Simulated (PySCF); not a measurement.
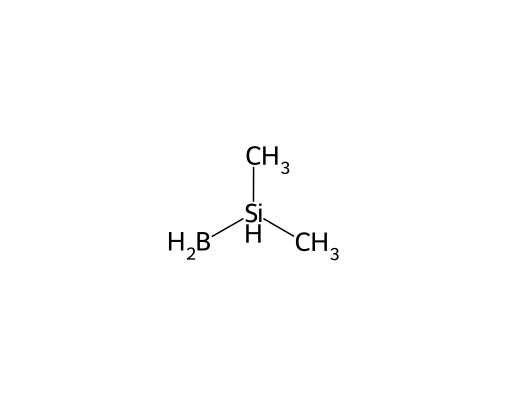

The computed structure is the end point of a GFN2-xTB optimisation. No frequency run is at hand to confirm it as a minimum. Level of theory: B3LYP/def2-SVPD, gas phase (PySCF 2.14.0). Excitations: vertical, linear response.

Predict the main results.

The species is C₂H₉BSi (`B[SiH](C)C`).
- dipole moment: 0.46 D
- HOMO energy (Kohn–Sham orbital): −7.92 eV
- LUMO energy (Kohn–Sham orbital): −2.60 eV
- HOMO–LUMO gap: 5.32 eV
- mean static polarisability: 69.1 bohr³
- lowest vertical singlet excitation: 4.04 eV
- its oscillator strength: 0.011
- brightest of the 8 lowest singlets: 5.06 eV
- its oscillator strength: 0.06

The geometry is semi-empirical. Around B, Si such bond lengths and angles can be off by a tenth of an ångström or more and by several degrees, and values that hang on the shape move with them.
